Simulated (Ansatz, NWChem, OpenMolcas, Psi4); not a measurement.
# From CH4 to CCl4: predicting a member

On one C centre, n of the H ligands are replaced by Cl. The HOMO–LUMO gap y in eV at B3LYP/6-31G* (Cartesian functions). Shapes, held fixed at every level: PBE0-D4/def2-TZVP. Programs: NWChem 7.3.0, OpenMolcas 26.06, Psi4 1.11. A level may come from different programs for different species; with the same settings they agree closely.

| molecule | n | y (eV) |
| --- | --- | --- |
| CH4 | 0 | 13.84 |
| CH3Cl | 1 | ? |
| CH2Cl2 | 2 | 8.25 |
| CCl4 | 4 | 7.04 |

Question: Fit y = c + s·n to the known rows and predict CH3Cl.

Answer: 
1. Means of the 3 rows: n = 2.00000, y = 9.710.
2. Σ(Δn)² = 8, Σ(Δn·Δy) = -13.6, so the slope is -13.6/8 = -1.7.
3. Intercept: 9.710 − (-1.7) × 2.00000 = 13.110. The largest residual of the fit is 1.46.
4. CH3Cl: 13.110 + (-1.7) × 1 = 11.41 eV.

The run gave 9.03 eV, so the prediction is off by +2.38 eV, more than the scatter of the fit. The step per swap changes from -4.81 to -0.60 eV along the series, so a line misses the bend. Other levels give for CH3Cl: HF/STO-3G 20.74; HF/3-21G 17.52 eV. Orbital gaps aren't excitation energies, and the LUMO depends on the basis.

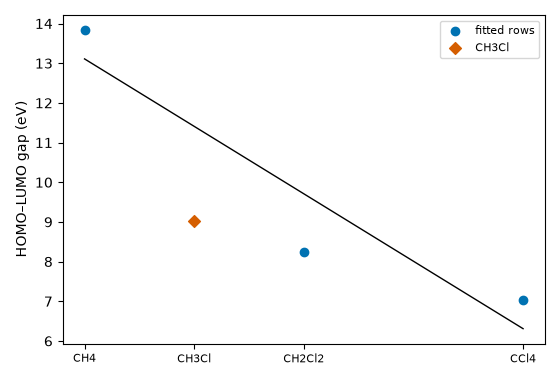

The fitted line, with the withheld member.
